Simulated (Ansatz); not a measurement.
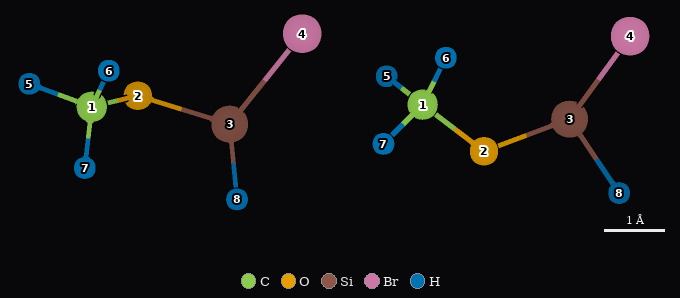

Two geometries of CH$_{4}$BrOSi (multiplicity 2) (coarse preliminary run), drawn at one scale. One is the start of a relaxation, the other its converged end. The picture is a ball-and-stick view, seen at a tilt.

Theory: UKS PBE-D4/def2-SVP in Ansatz 0.2.0. (force threshold 0.03 eV/Å; at most 200 steps)

> Which one is relaxed?

The right one is the relaxed one. The start comes from a force field. After 24 accepted moves (29 points after the start) the energy has fallen by 0.337 eV. The largest force component goes from 2.5 to 0.026 eV/Å. The line search rejected the trial steps at points 6, 14, 23, 25, 28 of the run. The forces were under the threshold at step 22, but the run went on from there. The largest moves after the best rigid fit, 1.17 Å, are those of O2 and H8. By element the largest moves are O 1.17 Å, H 1.17 Å, Br 0.31 Å, C 0.21 Å, Si 0.10 Å. Some distances before and after: C1–O2 1.366 → 1.418 Å, O2–Si3 1.632 → 1.676 Å, C1–H5 1.154 → 1.114 Å, Si3–Br4 2.295 → 2.268 Å. Among the angles between lasting bonds that change: C1–O2–Si3 117.1° → 127.0°, O2–Si3–H8 111.2° → 103.9°, O2–C1–H7 115.1° → 108.1°. Groups turn about O2–Si3 by about 130°, C1–O2 by about 105°.
